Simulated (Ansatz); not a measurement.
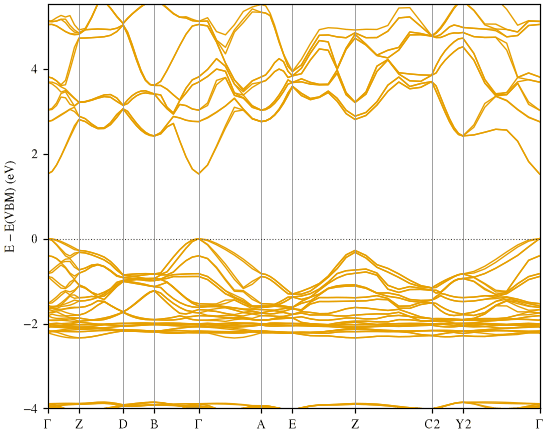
Fig. 1. Band structure from r²SCAN with spin–orbit coupling in the plane-wave PAW code Ansatz

The gap is 1.52 eV; an edge lies off the plotted path or next to a special point (maximum on the Γ–A line, 1 % of the way from Γ, minimum at Γ).

The material is CuI (zinc blende, F-43m).

The cell was relaxed with r²SCAN under the symmetry of its start. The run is not spin-polarised. Point labels and valley counts follow the cell and symmetry of the run, lower than the named group.

Potentials: the later of the program's two PAW sets.
